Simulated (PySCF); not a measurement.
**C₆H₅F₃: runs on many settings**

Which settings matter for C₆H₅F₃ (`C=C/C=C\C(F)=C(F)F`)?

The runs use PySCF 2.14.0, with density-fitted response routines of our own; the level of theory stands in each step. All values are computed, except where a source is named. Atoms count from 0, in the outputs and in this text.

## (1) The starting structure

14 atoms, charge 0, multiplicity 1; geometry from: GFN2-xTB.

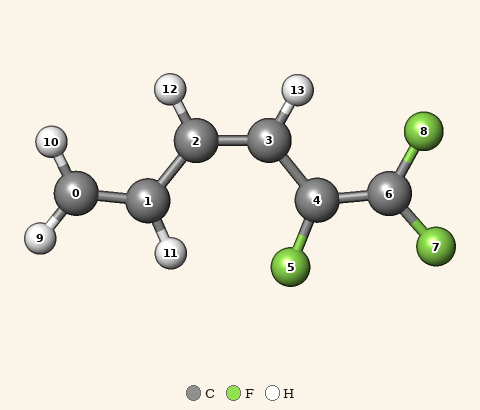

The starting geometry (carbon grey, fluorine green, hydrogen white), atoms numbered.

## (2) Ultraviolet spectrum: revPBE/ANO-RCC-VDZP

What the job is given:

```
{"job": {"kind": "uv", "xc": "revPBE", "basis": "ANO-RCC-VDZP", "nstates": 3, "ntriplets": 2, "tda": true, "scf": {"conv": 1e-07}}, "charge": 0, "multiplicity": 1}
C     -2.630796    -0.003848     1.136604
C     -1.344836     0.013803     0.787087
C     -0.927434    -0.051548    -0.588682
C      0.326485    -0.042676    -1.079348
C      1.569626     0.033847    -0.357313
F      1.573165     0.110456     0.988571
C      2.768836     0.033745    -0.956643
F      3.940708     0.101185    -0.343510
F      2.928891    -0.036169    -2.273950
H     -2.938749     0.044803     2.166397
H     -3.416797    -0.067369     0.401377
H     -0.585746     0.078017     1.550401
H     -1.733526    -0.115459    -1.308854
H      0.469495    -0.099259    -2.149282
```

Level: TDA revPBE/ANO-RCC-VDZP, vertical, gas phase, core orbitals frozen in the response.

On the command line:

```console
OMP_NUM_THREADS=1 python probes_run.py task.json out
```

One launch serves the whole session: the jobs run in the order shown.

The log of the run:

```text
final grid: 128920 points
cycle   1  E = -530.9393302057  dE =  1.319e+00  |g| = 8.506e-01  |ddm| = 5.413e+00
cycle   2  E = -530.1143933773  dE =  8.249e-01  |g| = 1.989e+00  |ddm| = 2.996e+00
cycle   3  E = -531.0740151697  dE = -9.596e-01  |g| = 3.112e-01  |ddm| = 2.696e+00
cycle   4  E = -531.0878023388  dE = -1.379e-02  |g| = 2.393e-01  |ddm| = 8.451e-01
cycle   5  E = -531.1040866841  dE = -1.628e-02  |g| = 7.567e-02  |ddm| = 3.965e-01
cycle   6  E = -531.1053948485  dE = -1.308e-03  |g| = 2.084e-02  |ddm| = 8.938e-02
cycle   7  E = -531.1055000659  dE = -1.052e-04  |g| = 9.185e-03  |ddm| = 3.325e-02
cycle   8  E = -531.1055226814  dE = -2.262e-05  |g| = 2.335e-03  |ddm| = 1.320e-02
cycle   9  E = -531.1055236879  dE = -1.006e-06  |g| = 9.564e-04  |ddm| = 3.091e-03
cycle  10  E = -531.1055238721  dE = -1.843e-07  |g| = 2.893e-04  |ddm| = 1.227e-03
cycle  11  E = -531.1055238924  dE = -2.028e-08  |g| = 9.782e-05  |ddm| = 3.916e-04
converged SCF energy = -531.1055238924

Static polarisability (au): isotropic 85.564, principal 35.229 62.867 158.595

Singlet excitations
state   eV       nm        f      main configurations
  1   4.8295    256.7   0.45443   H->L 0.39, H-1->L 0.34, H->L+2 0.24
  2   5.1270    241.8   0.00010   H->L+1 1.00
  3   5.3220    233.0   0.92439   H->L 0.48, H-1->L 0.26, H->L+2 0.15

Triplet excitations (Tamm-Dancoff, eV): 2.4632 4.1201
```

Run time: 59 s. Hardware: 1 thread of Intel Xeon Platinum 8488C, shared host; peak memory 0.55 GiB.

The orbitals next to the gap, with their largest atomic shares:

```
orbital     eV                       atoms
 HOMO−3  -8.38   C2 28 %, C3 22 %, C1 20 %
 HOMO−2  -8.30   C1 20 %, C2 15 %, F5 12 %
 HOMO−1  -6.95   C1 19 %, C4 18 %, C0 18 %
   HOMO  -5.30   C6 18 %, C0 17 %, C2 15 %
   LUMO  -2.25   C0 20 %, C2 17 %, C6 17 %
 LUMO+1  -0.20  H13 23 %, H12 18 %, C4 9 %
 LUMO+2  -0.04   C1 23 %, C4 17 %, C0 16 %
```

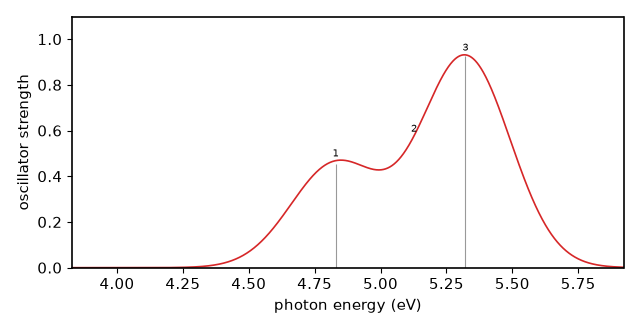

Absorption spectrum from the 3 singlet states computed; above the last one it falls off for lack of states. Lines are broadened to a width of 0.40 eV (Gaussian).

Further results of this job:

```
           property  computed
  dipole moment (D)      1.46
polarisability (Å³)     12.68
 HOMO–LUMO gap (eV)      3.05
      −ε(HOMO) (eV)      5.30
```

## (3) NMR shieldings: HF/cc-pVDZ

Settings changed since step 2:

```diff
@@ -1,2 +1,2 @@
-{"job": {"kind": "uv", "xc": "revPBE", "basis": "ANO-RCC-VDZP", "nstates": 3, "ntriplets": 2, "tda": true, "scf": {"conv": 1e-07}}, "charge": 0, "multiplicity": 1}
+{"job": {"kind": "nmr", "xc": "HF", "basis": "cc-pVDZ", "pop": false, "scf": {"guess": "vsap"}}, "charge": 0, "multiplicity": 1}
 C     -2.630796    -0.003848     1.136604
```

Level: GIAO HF/cc-pVDZ NMR shielding, non-relativistic, gas phase.

The log of the run:

```text
final grid: 128920 points
cycle   1  E = -528.1370510813  dE = -8.599e-01  |g| = 9.827e-01  |ddm| = 6.117e+00
cycle   2  E = -528.2990366765  dE = -1.620e-01  |g| = 5.772e-01  |ddm| = 2.595e+00
cycle   3  E = -528.3788578420  dE = -7.982e-02  |g| = 6.952e-02  |ddm| = 9.442e-01
cycle   4  E = -528.3801999639  dE = -1.342e-03  |g| = 1.816e-02  |ddm| = 1.526e-01
cycle   5  E = -528.3804136692  dE = -2.137e-04  |g| = 6.059e-03  |ddm| = 7.172e-02
cycle   6  E = -528.3804326943  dE = -1.903e-05  |g| = 2.339e-03  |ddm| = 1.617e-02
cycle   7  E = -528.3804362734  dE = -3.579e-06  |g| = 6.502e-04  |ddm| = 8.150e-03
cycle   8  E = -528.3804365473  dE = -2.738e-07  |g| = 2.288e-04  |ddm| = 2.380e-03
cycle   9  E = -528.3804365720  dE = -2.474e-08  |g| = 7.537e-05  |ddm| = 6.520e-04
cycle  10  E = -528.3804365753  dE = -3.294e-09  |g| = 2.311e-05  |ddm| = 2.589e-04
cycle  11  E = -528.3804365757  dE = -3.772e-10  |g| = 9.700e-06  |ddm| = 7.987e-05
converged SCF energy = -528.3804365757

GIAO shielding tensors (ppm)
atom      isotropic    diamagn.    paramagn.     s11        s22        s33       span
  0 C       78.311     252.287    -173.975    -39.763     95.484    179.212    218.975
  1 C       70.407     253.007    -182.600    -55.904     80.520    186.604    242.508
  2 C       68.488     252.773    -184.285    -38.991     74.411    170.042    209.033
  3 C       91.200     255.745    -164.546    -14.948    108.896    179.650    194.598
  4 C       72.899     248.148    -175.249     33.359     75.207    110.132     76.773
  5 F      419.105     475.647     -56.542    367.549    432.401    457.366     89.817
  6 C       49.237     250.494    -201.257    -15.595     67.715     95.591    111.186
  7 F      336.356     468.733    -132.378    321.800    334.577    352.689     30.889
  8 F      349.936     475.438    -125.502    316.630    361.453    371.725     55.095
  9 H       26.688      29.642      -2.954     23.842     25.501     30.721      6.879
 10 H       26.647      31.295      -4.648     23.256     25.747     30.937      7.681
 11 H       24.968      33.709      -8.742     21.134     21.628     32.141     11.008
 12 H       25.906      32.903      -6.997     23.557     24.032     30.128      6.571
 13 H       26.574      32.630      -6.056     22.599     26.024     31.098      8.499
```

It took 7.7 s on 1 thread of Intel Xeon Platinum 8488C, shared host; peak memory 0.83 GiB.

The references, computed at this level on geometries of the same kind, shield at (ppm): 1H TMS 32.24, 13C TMS 204.7, 19F CFCl3 260.5. Their shielding less the atom's gives the shift. The references are single molecules in the gas phase, so shifts against H2O, NH3, PH3, H3PO4 or CFCl3 are not on the usual liquid scales and can be off by tens of ppm.

```
atoms                                  environment  σ (ppm)  δ (ppm)
   C6  fully substituted alkene carbon bonded to F     49.2    155.5
   C2                                    alkene CH     68.5    136.2
   C1                                    alkene CH     70.4    134.3
   C4  fully substituted alkene carbon bonded to F     72.9    131.8
   C0                         terminal =CH2 carbon     78.3    126.4
   C3                                    alkene CH     91.2    113.5
  H11                     hydrogen on an alkene CH    24.97     7.27
  H12                     hydrogen on an alkene CH    25.91     6.34
  H13                     hydrogen on an alkene CH    26.57     5.67
  H10           hydrogen on a terminal =CH2 carbon    26.65     5.60
   H9           hydrogen on a terminal =CH2 carbon    26.69     5.55
   F7                             vinylic fluorine    336.4    -75.9
   F8                             vinylic fluorine    349.9    -89.5
   F5                             vinylic fluorine    419.1   -158.6
```

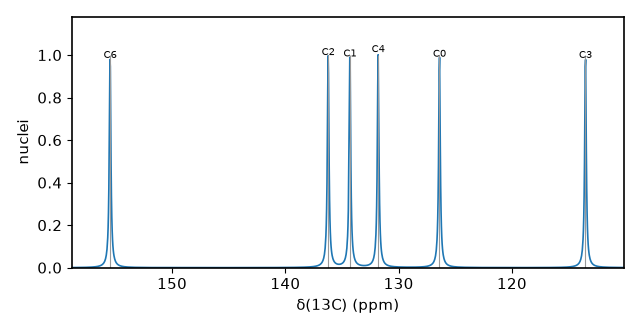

13C lines at the computed shifts, without couplings. Lines are broadened to a width of 0.17 ppm (Lorentzian).

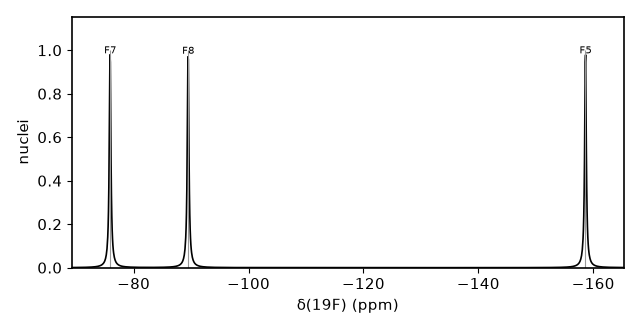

19F lines at the computed shifts, without couplings. Lines are broadened to a width of 0.33 ppm (Lorentzian).

## (4) Indirect couplings: BLYP/ANO-RCC-VDZP

Settings changed since step 3:

```diff
@@ -1,2 +1,2 @@
-{"job": {"kind": "nmr", "xc": "HF", "basis": "cc-pVDZ", "pop": false, "scf": {"guess": "vsap"}}, "charge": 0, "multiplicity": 1}
+{"job": {"kind": "j", "xc": "BLYP", "basis": "ANO-RCC-VDZP", "scf": {"guess": "atom"}}, "charge": 0, "multiplicity": 1}
 C     -2.630796    -0.003848     1.136604
```

Method: BLYP/ANO-RCC-VDZP indirect spin-spin coupling, non-relativistic, gas phase.

The log of the run:

```text
final grid: 128920 points
cycle   1  E = -530.6293791578  dE =  2.196e+00  |g| = 1.342e+00  |ddm| = 5.790e+00
cycle   2  E = -529.2606596645  dE =  1.369e+00  |g| = 2.441e+00  |ddm| = 5.203e+00
cycle   3  E = -530.9740348046  dE = -1.713e+00  |g| = 7.131e-01  |ddm| = 4.758e+00
cycle   4  E = -531.1125295888  dE = -1.385e-01  |g| = 3.490e-01  |ddm| = 1.683e+00
cycle   5  E = -531.1395589557  dE = -2.703e-02  |g| = 2.122e-01  |ddm| = 6.650e-01
cycle   6  E = -531.1502032519  dE = -1.064e-02  |g| = 5.815e-02  |ddm| = 2.701e-01
cycle   7  E = -531.1510188759  dE = -8.156e-04  |g| = 3.282e-02  |ddm| = 1.083e-01
cycle   8  E = -531.1513075087  dE = -2.886e-04  |g| = 8.235e-03  |ddm| = 4.300e-02
cycle   9  E = -531.1513201107  dE = -1.260e-05  |g| = 2.885e-03  |ddm| = 8.649e-03
cycle  10  E = -531.1513216075  dE = -1.497e-06  |g| = 7.269e-04  |ddm| = 2.561e-03
cycle  11  E = -531.1513216824  dE = -7.491e-08  |g| = 4.581e-04  |ddm| = 1.054e-03
cycle  12  E = -531.1513217323  dE = -4.989e-08  |g| = 4.804e-05  |ddm| = 4.812e-04
cycle  13  E = -531.1513217318  dE =  4.477e-10  |g| = 6.657e-05  |ddm| = 1.045e-04
cycle  14  E = -531.1513217329  dE = -1.033e-09  |g| = 9.183e-06  |ddm| = 6.516e-05
cycle  15  E = -531.1513217329  dE = -8.868e-12  |g| = 5.865e-06  |ddm| = 1.262e-05
converged SCF energy = -531.1513217329

Indirect spin-spin couplings (Hz)
  i      j    bonds     total        FC       PSO       DSO        SD
  0 C    5 F    5     -0.968    -0.528     0.491    -0.117    -0.815
  0 C    7 F    6      7.589     3.147     0.250    -0.163     4.355
  0 C    8 F    6      6.123     2.434     0.413    -0.155     3.431
  0 C    9 H    1    127.106   126.092     0.454     0.560         -
  0 C   10 H    1    134.235   133.263     0.371     0.601         -
  0 C   11 H    2      5.401     7.043    -1.164    -0.478         -
  0 C   12 H    3      9.593     9.829    -0.239     0.003         -
  0 C   13 H    4     -1.134    -1.206     0.373    -0.301         -
  1 C    5 F    4     15.632    13.626     1.143     0.235     0.629
  1 C    7 F    5     -3.511    -2.017     0.103    -0.152    -1.444
  1 C    8 F    5     -2.535    -1.363     0.148    -0.155    -1.164
  1 C    9 H    2      3.647     5.386    -1.235    -0.504         -
  1 C   10 H    2     -1.713     0.167    -1.384    -0.497         -
  1 C   11 H    1    148.981   147.805     0.192     0.984         -
  1 C   12 H    2      3.980     4.715    -0.508    -0.227         -
  1 C   13 H    3     12.708    12.924     0.197    -0.413         -
  2 C    5 F    3     -9.081    -7.058    -0.010     0.023    -2.036
  2 C    7 F    4     18.889     5.951     5.082    -0.261     8.117
  2 C    8 F    4      5.566     3.694    -2.584    -0.168     4.625
  2 C    9 H    3     16.325    16.534     0.261    -0.470         -
  2 C   10 H    3     12.730    12.822    -0.144     0.052         -
  2 C   11 H    2      6.240     6.893    -0.454    -0.199         -
  2 C   12 H    1    135.446   134.129     0.381     0.935         -
  2 C   13 H    2      3.661     5.109    -1.144    -0.305         -
  3 C    5 F    2     12.568    17.696    -6.786    -0.045     1.702
  3 C    7 F    3     -5.607    -3.029     0.438    -0.323    -2.694
  3 C    8 F    3     -7.706    -4.521    -0.374     0.114    -2.925
  3 C    9 H    4      0.501     0.454     0.351    -0.304         -
  3 C   10 H    4     -1.080    -1.176     0.312    -0.216         -
  3 C   11 H    3      4.954     5.179    -0.260     0.035         -
  3 C   12 H    2      7.740     9.156    -1.138    -0.277         -
  3 C   13 H    1    142.171   140.601     0.512     1.058         -
  4 C    5 F    1   -225.310  -237.630     3.337     1.119     7.863
  4 C    7 F    2      8.422    20.859   -20.940    -0.089     8.592
  4 C    8 F    2     45.500    44.197    -8.541    -0.026     9.870
  4 C    9 H    5      0.824     0.888     0.092    -0.156         -
  4 C   10 H    5      0.784     0.828     0.118    -0.162         -
  4 C   11 H    4     -0.459    -0.439    -0.233     0.213         -
  4 C   12 H    3     15.046    15.203     0.174    -0.331         -
  4 C   13 H    2     12.397    12.765    -0.469     0.101         -
  5 F    6 C    2     52.524    49.226    -7.627     0.121    10.803
  5 F    7 F    3     53.222    16.352     6.054     0.100    30.717
  5 F    8 F    3   -124.084    -0.230  -138.765    -1.579    16.490
  5 F    9 H    6      3.191     3.076     0.236    -0.250     0.129
  5 F   10 H    6      5.783     5.738     0.735    -0.749     0.058
  5 F   11 H    5      8.856     9.814    -4.072     2.419     0.695
  5 F   13 H    3     46.642    49.763    -1.326    -1.936     0.142
  6 C    7 F    1   -257.496  -221.035   -31.557     1.180    -6.085
  6 C    8 F    1   -251.512  -220.354   -27.872     1.176    -4.462
  6 C    9 H    6     -1.204    -1.177     0.117    -0.144         -
  6 C   10 H    6     -1.107    -1.080     0.114    -0.141         -
  6 C   11 H    5      0.413     0.364     0.155    -0.106         -
  6 C   13 H    3      2.940     2.979    -0.305     0.266         -
  7 F    8 F    2     81.862   121.144   -61.516    -0.758    22.992
  7 F    9 H    7     -1.818    -1.854     0.478    -0.521     0.079
  7 F   10 H    7     -1.963    -1.689     0.512    -0.636    -0.150
  7 F   11 H    6      0.275     0.565     0.535    -0.510    -0.316
  7 F   12 H    5      0.221    -0.566     1.825    -1.065     0.027
  7 F   13 H    4     -2.174     0.066    -0.719    -1.325    -0.196
  8 F    9 H    7     -1.342    -1.269     0.595    -0.613    -0.054
  8 F   10 H    7     -1.416    -1.287     0.410    -0.465    -0.075
  8 F   11 H    6     -0.183     0.378     0.459    -0.745    -0.275
  8 F   12 H    5     -2.395    -1.868     0.133    -0.526    -0.133
  8 F   13 H    4      9.888     9.176    -0.242     1.530    -0.575
  9 H   10 H    2     -2.357    -1.750     2.968    -3.575         -
  9 H   11 H    3      9.961    10.217     0.207    -0.462         -
  9 H   12 H    4     -1.322    -0.795     1.191    -1.718         -
  9 H   13 H    5      0.966     1.252     0.951    -1.237         -
 10 H   11 H    3     15.800    17.116     1.858    -3.174         -
 10 H   12 H    4     -0.336    -0.808    -1.094     1.565         -
 10 H   13 H    5      0.756     0.866     0.565    -0.675         -
 11 H   12 H    3     11.224    12.185     1.884    -2.844         -
 11 H   13 H    4     -1.450    -0.934     1.146    -1.661         -
 12 H   13 H    3     11.838    11.888    -0.140     0.091         -
```

Wall time 80 s (1 thread of Intel Xeon Platinum 8488C, shared host); peak memory 0.62 GiB.

This basis has no tight s functions, so the Fermi-contact terms are rough.

Beyond four bonds or across contacts, the largest of 1 Hz or more: F5–H11 8.9 Hz, C0–F7 7.6 Hz, C0–F8 6.1 Hz, F5–H10 5.8 Hz.

A choice of the couplings up to four bonds, sorted by the number of bonds; isotopes 13C, 19F, 1H:

```
   pair  bonds  J (Hz)  Fermi contact (Hz)  dihedral (°)
  C6–F7      1  -257.5              -221.0             –
  C6–F8      1  -251.5              -220.4             –
  C4–F5      1  -225.3              -237.6             –
 C1–H11      1   149.0               147.8             –
 C3–H13      1   142.2               140.6             –
 C2–H12      1   135.4               134.1             –
 C0–H10      1   134.2               133.3             –
  C0–H9      1   127.1               126.1             –
  F7–F8      2    81.9               121.1             –
  F5–C6      2    52.5                49.2             –
  C4–F8      2    45.5                44.2             –
  C3–F5      2    12.6                17.7             –
 C4–H13      2    12.4                12.8             –
  C4–F7      2     8.4                20.9             –
 C3–H12      2     7.7                 9.2             –
 C2–H11      2     6.2                 6.9             –
 C0–H11      2     5.4                 7.0             –
  F5–F8      3  -124.1                -0.2          -180
  F5–F7      3    53.2                16.4             0
 F5–H13      3    46.6                49.8           180
  C2–H9      3    16.3                16.5           180
H10–H11      3    15.8                17.1          -180
 C4–H12      3    15.0                15.2          -180
 C2–H10      3    12.7                12.8             0
 C1–H13      3    12.7                12.9           180
H12–H13      3    11.8                11.9             0
  C2–F7      4    18.9                 6.0             –
  C1–F5      4    15.6                13.6             –
 F8–H13      4     9.9                 9.2             –
  C2–F8      4     5.6                 3.7             –
 F7–H13      4    -2.2                 0.1             –
H11–H13      4    -1.4                -0.9             –
 H9–H12      4    -1.3                -0.8             –
 C0–H13      4    -1.1                -1.2             –
 C3–H10      4    -1.1                -1.2             –
```

The spin-dipole term was solved for some atoms only; pairs without it lack that part.

The response was solved for the nuclei of F, H alone, so couplings that need other nuclei can be missing.

Joined with the shifts from before (HF/cc-pVDZ, unscaled), the couplings predict the line list below for 500 MHz.

1H NMR δ 7.27 (m, 1H), 6.34 (tdd, J = 11.5, 2.4, 1.3 Hz, 1H), 5.67 (m, 1H), 5.60 (ddd, J = 15.8, 5.8, 2.4 Hz, 1H), 5.55 (m, 1H).

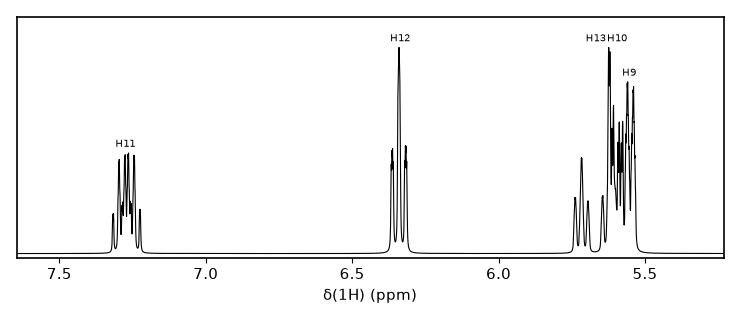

Simulated proton spectrum at 500 MHz, by exact diagonalisation of each spin system; lines 1.2 Hz wide, exchangeable protons uncoupled.

[end of part 1 of 2]
